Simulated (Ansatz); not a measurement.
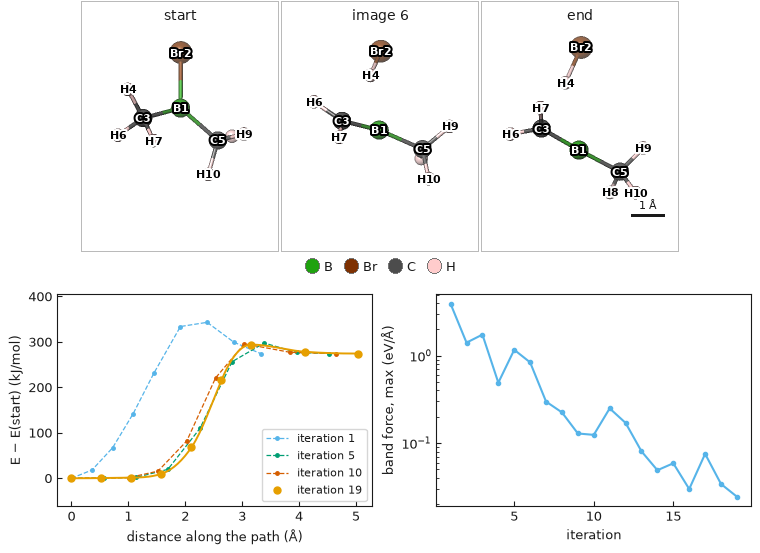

NEB run on C2H6BBr. Images are numbered from 0 (start) to 8 (end). The plot follows the band through its iterations. A ball-and-stick model, seen at a tilt.

Computed with RKS PBE0-D4/def2-SVP in Ansatz 0.2.0. Settings: 7 movable images; climbing image; force threshold 0.03 eV/Å; iteration limit 60; starting path through a guess of the saddle point.

> How did the profile develop, and is the result final?

The result is final at these settings. The band converged in 19 iterations. The largest component of the band force went from 3.9 to 0.024 eV/Å. The climbing image converged on the top of the path. Its vibrational analysis gives one imaginary mode (374i cm⁻¹), as a transition state must have. The first iteration put the highest image at 343.1 kJ/mol. The energy climbs by 294.1 kJ/mol to image 6 and then falls by 19.6 kJ/mol, so the end point sits at +274.5 kJ/mol.

Cost: 4.6 min on 2 threads of Arm Neoverse V2, on a shared host, peak memory 0.25 GiB.
